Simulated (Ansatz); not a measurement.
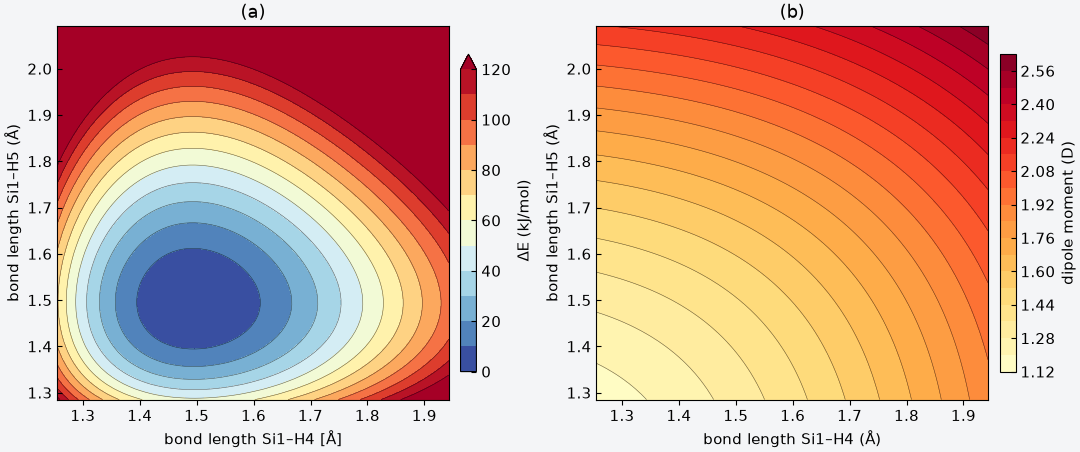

H3SiZn, SMILES [SiH3][Zn], spin multiplicity 2. Coordinates scanned: (1) bond length Si1–H4; (2) bond length Si1–H5. Nothing is relaxed (all other coordinates rigid). Grid: 9 × 9 points. Points are written as (first, second). All energies are given in kJ/mol relative to the relaxed molecule at the same level. Computed with UKS r2SCAN0-D4/def2-SVP in Ansatz.

Panel (a) is the energy; panel (b) is the computed dipole moment, in D.

The picture shows filled contours, one colour for all values above the top of the scale. Between grid points the surface is interpolated.

Q: How does the dipole moment vary over the map, and what is it at the lowest grid point?

A: Leaving out the highest fifth of the energies, it runs from 1.16 D at (1.255 Å, 1.285 Å) to 2.24 D at (1.513 Å, 2.092 Å). At the lowest grid point, (1.513 Å, 1.487 Å), it is 1.44 D.
